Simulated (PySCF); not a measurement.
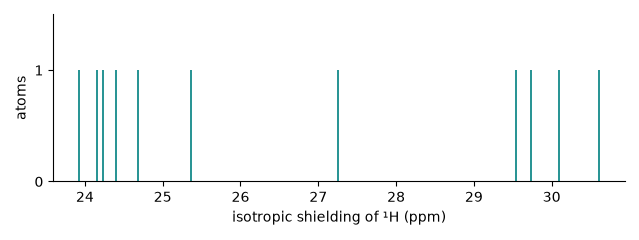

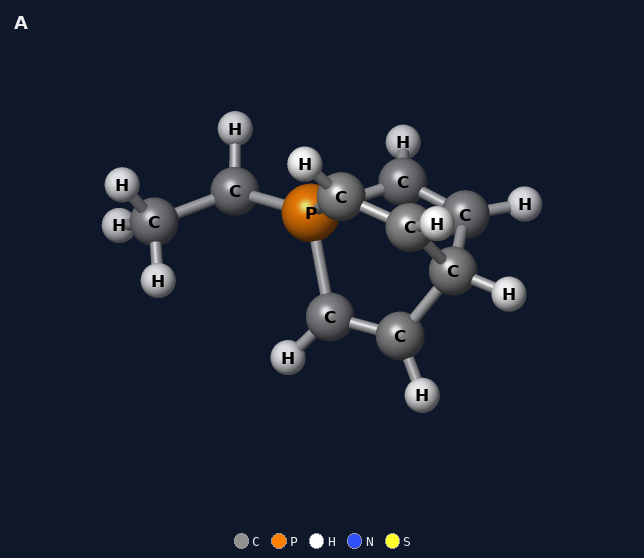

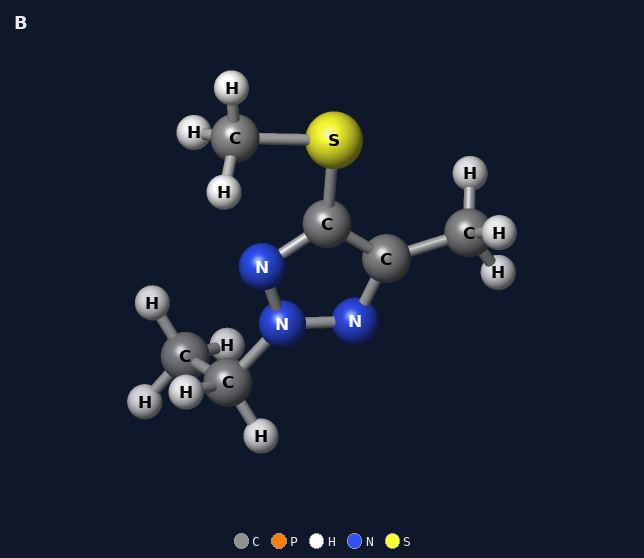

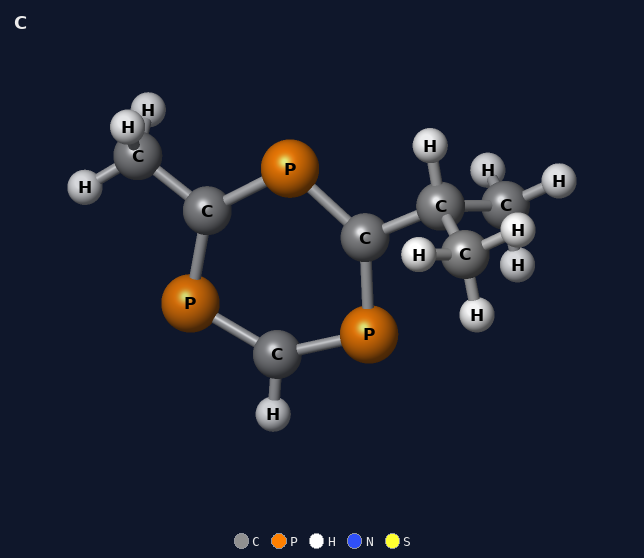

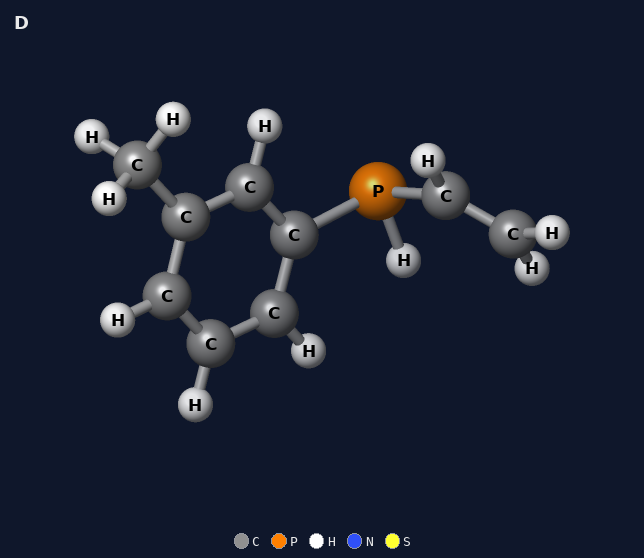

The sticks are computed shieldings of one of the molecules, for one fixed geometry (GFN2-xTB) without averaging over rotations. Low shielding means a high chemical shift. Method: GIAO PBE0/pcSseg-1 NMR shielding, non-relativistic, gas phase (PySCF 2.14.0).

Question: Match the spectrum to a structure.

Answer: A, `CC=P12C=CC(C=C1)C=C2`. Its 11 H atoms give lines at 23.93, 24.15, 24.23, 24.40, 24.68, 25.37, 27.25, 29.55, 29.73, 30.10, 30.60 ppm.

The geometry is semi-empirical. Around P such bond lengths and angles can be off by a tenth of an ångström or more and by several degrees, and values that hang on the shape move with them.
